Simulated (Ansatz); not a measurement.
Input

```
basis:
  gaussian:
    orbitals: def2-SVPD
crystal:
  periodic: [false, false, false]
  atoms:
    - {symbol: C, position_ang: [-0.276631, 0.669690, 2.796321]}
    - {symbol: B, position_ang: [2.975977, -0.639563, 1.300154]}
    - {symbol: F, position_ang: [2.127487, 2.296604, 2.065898]}
    - {symbol: F, position_ang: [3.835678, -1.124450, 2.132419]}
    - {symbol: F, position_ang: [2.916937, -0.885129, 0.033853]}
    - {symbol: Ge, position_ang: [1.508771, 0.700059, 2.095554]}
    - {symbol: H, position_ang: [-0.419362, 1.556563, 3.432774]}
    - {symbol: H, position_ang: [-0.966100, 0.719526, 1.932710]}
    - {symbol: H, position_ang: [-0.455348, -0.266679, 3.347151]}
total_charge: 1
magnetization:
  spin_polarized: false
hamiltonian:
  xc: pbe0
output:
  forces: true
  orbitals: {seedname: orbitals}
```

Command:

```sh
ansatz run input.yaml --threads 2 --pin off --max-ram 5220MiB --events-out events.jsonl --progress --plain --runs-dir runs
```

Geometry: B3LYP-D3(BJ)/def2-SVP.

All numbers below come from Ansatz 0.2.0, isolated molecule in a Gaussian basis; Kohn-Sham density functional theory, functional PBE0.

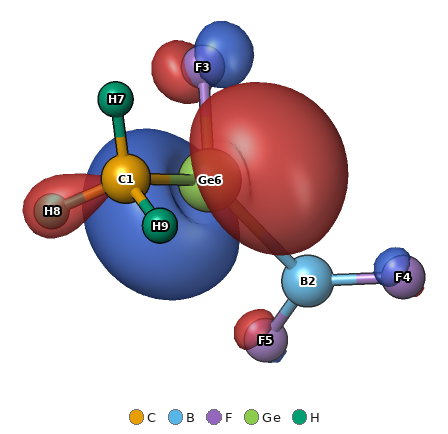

CH3BF3Ge (charge +1). The LUMO at ±0.15 Å⁻³ᐟ² (blue and red are the two phases), seen at an oblique angle.

**What is the character of this orbital?**

By Hirshfeld shares it lies mainly on Ge6 (about 75 %) and F3 (about 5 %). Its energy is −8.76 eV.
